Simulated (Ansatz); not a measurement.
# SiH4O (silanol) at 6 levels

Wanted: a comparison of 6 runs (UHF/STO-3G, wB97M-V/STO-3G, wB97X/STO-3G, RPA@PBE/STO-3G, CCSD/STO-3G, UCCSD(T)/STO-3G) of SiH4O (silanol). 

The results are computed with Ansatz 0.2.0.

47 further runs of the same task are left out: 47 set aside as unsound or not needed.

### 1 The system as given

The species is SiH4O (6 atoms), meant as a singlet with charge 0. SMILES: `O[SiH3]`. The H5–Si2 distance was set to 2.221 Å, away from the relaxed value. At this shape a bond of the SMILES string is far longer than usual.

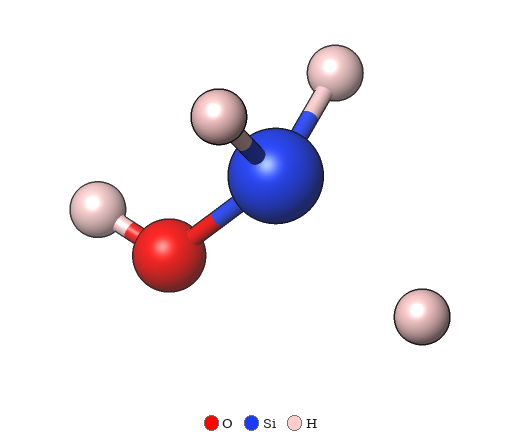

The structure, seen from a chosen angle (oxygen red, silicon blue, hydrogen pink).

### 2 The energy at UHF/STO-3G (run 1)

Contents of input.yaml:

```yaml
crystal:
  periodic: [false, false, false]
  atoms:
    - {symbol: O, position_ang: [0.088579, -1.389514, 0.763313]}
    - {symbol: Si, position_ang: [-0.583821, -0.012714, 0.157313]}
    - {symbol: H, position_ang: [-0.479021, -1.988414, 1.249013]}
    - {symbol: H, position_ang: [-1.676421, -0.313514, -0.808487]}
    - {symbol: H, position_ang: [1.060500, 1.064900, -0.875600]}
    - {symbol: H, position_ang: [-1.150421, 0.843186, 1.236013]}
basis:
  gaussian:
    orbitals: STO-3G
accuracy: high
hamiltonian:
  xc: hf
magnetization:
  spin_polarized: true
```

Started as:

```sh
ansatz run input.yaml --threads 1 --pin off --max-ram 2610MiB --events-out events.jsonl --progress --plain --runs-dir runs
```

What it wrote:

```text
Warning: RAYON_NUM_THREADS=1 ignored (pool sized by the plan → 1); use --threads N
Functional definition: HF
  name "HF"
  exchange = exact_x
  correlation = 0
314 factors; integrals over basis functions are off by at most 3.0e-8 eV
mean field evaluation 1: about -9837.7948 eV, gradient 1.5e1 eV
mean field evaluation 2: about -9837.8162 eV, gradient 1.5e1 eV
mean field evaluation 4: about -9839.9018 eV, gradient 7.1e-1 eV
mean field evaluation 8: about -9839.9051 eV, gradient 5.4e-6 eV
mean field evaluation 16: about -9840.1266 eV, gradient 3.2e0 eV
mean field evaluation 32: about -9840.3714 eV, gradient 9.1e-4 eV
mean field -9840.41193022 eV, -361.6284683647 hartree, gradient 1.7e-8 eV, S^2 0.542328; 4 other end points of the search recorded, 0 dependent functions left out
reference -9840.41193022 eV, -361.6284683647 hartree; 13, 13 occupied and 5, 5 virtual orbitals, 314 factors
Total energy: -9840.41193022 eV, -361.6284683647 hartree
```

It took 0.16 s on 1 thread of Arm Neoverse V2, shared host.

### 3 A single-point energy at wB97M-V/STO-3G (run 2)

Contents of run.yaml:

```yaml
crystal:
  periodic: [false, false, false]
  atoms:
    - symbol: O
      position_ang: [0.088579, -1.389514, 0.763313]
    - symbol: Si
      position_ang: [-0.583821, -0.012714, 0.157313]
    - symbol: H
      position_ang: [-0.479021, -1.988414, 1.249013]
    - symbol: H
      position_ang: [-1.676421, -0.313514, -0.808487]
    - symbol: H
      position_ang: [1.060500, 1.064900, -0.875600]
    - symbol: H
      position_ang: [-1.150421, 0.843186, 1.236013]
basis:
  gaussian:
    orbitals: STO-3G
hamiltonian:
  xc: {name: wB97M-V}
accuracy: high
```

Started as:

```sh
ansatz run run.yaml --threads 1 --pin off --max-ram 2610MiB --events-out events.jsonl --progress --plain --runs-dir runs
```

What it wrote, cut to the lines that bear on the results:

```text
Warning: RAYON_NUM_THREADS=1 ignored (pool sized by the plan → 1); use --threads N
Functional definition: wB97M-V
  name "wB97M-V"
[...]
  gx(w, u) = 1 - cx + cx01*u + cx10*w
  gss(w, u) = css00 + css04*u^4 + css10*w + css20*w^2 + css43*w^4*u^3
  gos(w, u) = cos00 + cos10*w + (cos20 + cos21*u)*w^2 + (cos60 + cos61*u)*w^6
[...]
      + integral(e_c_pw_mod_opposite_spin*gos(b97_w_opposite, b97_u_opposite)) + vv10(b, c)
314 factors; integrals over basis functions are off by at most 3.0e-8 eV
144 factors; integrals over basis functions are off by at most 1.2e-9 eV
[...]
mean field -9866.23237072 eV, -362.5773520514 hartree, gradient 3.2e-8 eV, S^2 0.000000; 0 other end points of the search recorded, 0 dependent functions left out
reference -9866.23237340 eV, -362.5773521498 hartree; 13, 13 occupied and 5, 5 virtual orbitals, 314 factors
Total energy: -9866.23237340 eV, -362.5773521498 hartree
```

Wall time 16 s (1 thread of Arm Neoverse V2, shared host); peak memory 0.27 GiB.

### 4 A single-point energy at wB97X/STO-3G (run 3)

run.yaml: that of step 3 with these lines changed.

```diff
@@ -19,3 +19,3 @@
 hamiltonian:
-  xc: {name: wB97M-V}
+  xc: {name: wB97X}
 accuracy: high
```

Started as:

```sh
ansatz run run.yaml --threads 1 --pin off --max-ram 2610MiB --events-out events.jsonl --progress --plain --runs-dir runs
```

What it wrote, cut to the lines that bear on the results:

```text
Warning: RAYON_NUM_THREADS=1 ignored (pool sized by the plan → 1); use --threads N
Functional definition: wB97X
  name "wB97X"
[...]
      + exact_x_lr(omega)
[...]
      + integral(e_c_pw_opposite_spin*poly(b97_u_opposite, 1, cos1, cos2, cos3, cos4))
314 factors; integrals over basis functions are off by at most 3.0e-8 eV
144 factors; integrals over basis functions are off by at most 1.2e-9 eV
[...]
mean field -9865.23108885 eV, -362.5405556215 hartree, gradient 1.5e-8 eV, S^2 0.000000; 0 other end points of the search recorded, 0 dependent functions left out
reference -9865.23108704 eV, -362.5405555550 hartree; 13, 13 occupied and 5, 5 virtual orbitals, 314 factors
Total energy: -9865.23108704 eV, -362.5405555550 hartree
```

Run time: 4.5 s. Hardware: 1 thread of Arm Neoverse V2, shared host; peak memory 0.24 GiB.

Runs 4 to 5 aren't shown in full; the table further down has their settings and results.

### 5 A single-point energy at UCCSD(T)/STO-3G (run 6)

Contents of in.yaml:

```yaml
crystal:
  periodic: [false, false, false]
  atoms:
    - {symbol: O, position_ang: [0.088579, -1.389514, 0.763313]}
    - {symbol: Si, position_ang: [-0.583821, -0.012714, 0.157313]}
    - {symbol: H, position_ang: [-0.479021, -1.988414, 1.249013]}
    - {symbol: H, position_ang: [-1.676421, -0.313514, -0.808487]}
    - {symbol: H, position_ang: [1.060500, 1.064900, -0.875600]}
    - {symbol: H, position_ang: [-1.150421, 0.843186, 1.236013]}
basis:
  gaussian:
    orbitals: STO-3G
magnetization:
  spin_polarized: true
correlation:
  method: ccsd_t
  frozen_orbitals: {H: 0, O: 1, Si: 5}
accuracy: high
scf:
  omitted_lower_state_checks: [cluster_reference, increment]
```

Started as:

```sh
ansatz run in.yaml --threads 1 --pin off --max-ram 2610MiB --events-out events.jsonl --progress --plain --runs-dir runs
```

What it wrote, cut to the lines that bear on the results:

```text
Warning: RAYON_NUM_THREADS=1 ignored (pool sized by the plan → 1); use --threads N
[... 2 set-up lines as earlier in the session ...]
[...]
314 factors; integrals over basis functions are off by at most 3.0e-8 eV
[...]
mean field -9840.41193022 eV, -361.6284683647 hartree, gradient 1.7e-8 eV, S^2 0.542328; 4 other end points of the search recorded, 0 dependent functions left out
6 core orbitals not correlated: weight in the atoms' cores, before any rotation towards them, 1.000 or more for the frozen orbitals, at most 0.000 for the correlated occupied ones
reference -9840.41193022 eV, -361.6284683647 hartree; 7, 7 occupied and 5, 5 virtual orbitals, 314 factors
second order -1.91286513 eV of doubles, -0.00000000 eV of singles
cycle   1  -2.40286733 eV  change   -4.9e-1 eV  update   7.8e-2
[...]
cycle  26  -3.38411949 eV  change   3.5e-10 eV  update   1.1e-9
perturbative correction -0.07137170 eV, -0.0026228614 hartree
Total energy: -9843.86742140 eV, -361.7554553233 hartree
Checks for a lower state left out: cluster_reference, increment
```

Run time: 0.26 s. Hardware: 1 thread of Arm Neoverse V2, shared host.

### 6 Overview of the runs

```csv
run,level,frozen core orbitals,energy (Eh),wall time
1,UHF/STO-3G,–,-361.628468,0.16 s
2,wB97M-V/STO-3G,–,-362.577352,16 s
3,wB97X/STO-3G,–,-362.540556,4.5 s
4,RPA@PBE/STO-3G,6,-361.807851,1.4 s
5,CCSD/STO-3G,6,-361.753284,0.12 s
6,UCCSD(T)/STO-3G,6,-361.755455,0.26 s
```

### 7 Summary of results

```
                                          quantity          value
                               run 6: total energy  -361.75546 Eh
run 6: correlation energy (6 core orbitals frozen)     -127.0 mEh
                             run 6: (T) correction      -2.62 mEh
          run 6: ⟨S²⟩ of the reference determinant          0.542
                              run 6: T1 diagnostic          0.073
```

In words: Below the UHF energy at the same shape and in the same basis (STO-3G): CCSD -124.8 mEh; UCCSD(T) -127.0 mEh. Some of these start from another determinant than that one, so these aren't their correlation energies. Totals of different functionals can't be ranked against each other. In run 5 the log says that unrestricted orbitals would lower the reference, so the values rest on an unstable closed-shell determinant (other closed-shell runs at this shape may share the fault). In runs 1, 2, 3, 4, 5, 6 the basis is minimal, so the values are rough. Spin contamination of the reference: run 1 ⟨S²⟩ = 0.54, run 6 ⟨S²⟩ = 0.54. All runs together took 22 s, the longest 16 s.
